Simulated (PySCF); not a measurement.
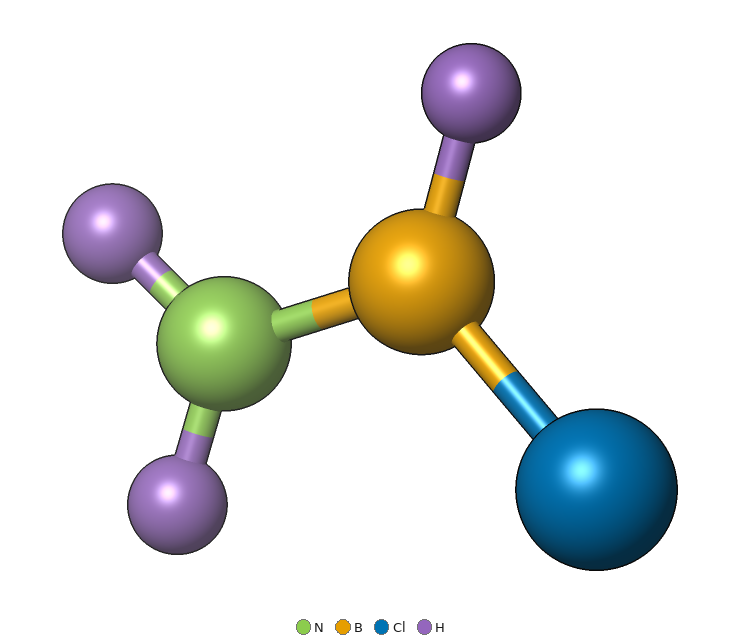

Computed geometry: GFN2-xTB optimisation. No frequency run is at hand to confirm it as a minimum.

Give the structural formula.

SMILES: NBCl

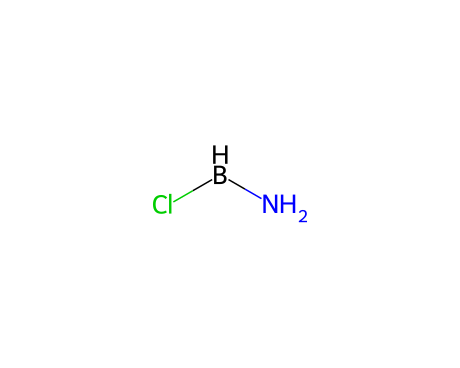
